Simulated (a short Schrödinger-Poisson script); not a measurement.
Stack: MOS inversion layer, SiO2 on p-type Si(100), at 300 K.

| layer | material | thickness (nm) | Na (cm⁻³) |
|---|---|---|---|
| 1 | SiO2 | 1.7 | - |
| 2 | Si | 660 | 4.2e17 |

The device is made up for the run: typed textbook-type constants, with dimensions and the other settings drawn at random. SiO2: permittivity 3.9, conduction-band edge (eV) 3.15, gap (eV) 9, electron mass (mₑ) 0.5. Si: permittivity 11.7, conduction-band edge (eV) 0, gap (eV) 1.124, Nv at 300 K (cm⁻³) 3.1e19.

Channel valleys (confinement mass, in-plane density-of-states mass, number): Δ2 0.916, 0.19, 2; Δ4 0.19, 0.417, 4. At the gate the conduction-band edge of layer 1 lies 3.17 eV − eVg above the Fermi level of the channel; the field vanishes at the back. Gaps are held at their typed values at every temperature. Mesh 0.03 nm at interfaces.

Solved with a short Schrödinger-Poisson script written for these runs: 1D Poisson equation in equilibrium, electrons quantum, Hartree (BenDaniel-Duke, 12 states a valley, the channel's in-plane mass for all, wave functions free to enter the dielectric), parabolic valleys, classical holes, full ionisation, no traps, pinning or gate leakage.

Only gate voltages with over 1e8 electrons/cm² are shown.

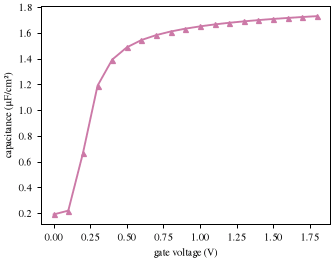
Quasi-static capacitance against gate voltage

```tsv
Vg (V)	electrons (cm⁻²)	C (μF/cm²)	Δ2 E0 (meV)	Δ2 E1 (meV)	Δ4 E0 (meV)	Δ4 E1 (meV)
0	3.00e8	0.190	263.0	322.2	307.9	405.5
0.2	1.55e11	0.666	99.6	163.7	147.9	253.3
0.4	1.51e12	1.39	36.3	108.7	90.6	202.3
0.6	3.35e12	1.55	10.7	91.5	71.1	187.9
0.8	5.32e12	1.61	-6.5	82.4	59.5	180.9
1	7.35e12	1.65	-20.2	76.3	51.0	176.6
1.2	9.43e12	1.68	-32.0	71.9	44.1	173.7
1.4	1.15e13	1.70	-42.6	68.5	38.1	171.6
1.6	1.37e13	1.72	-52.4	65.8	32.7	170.1
1.8	1.58e13	1.73	-61.6	63.6	27.8	169.0
```

Subbands count from the Fermi level.
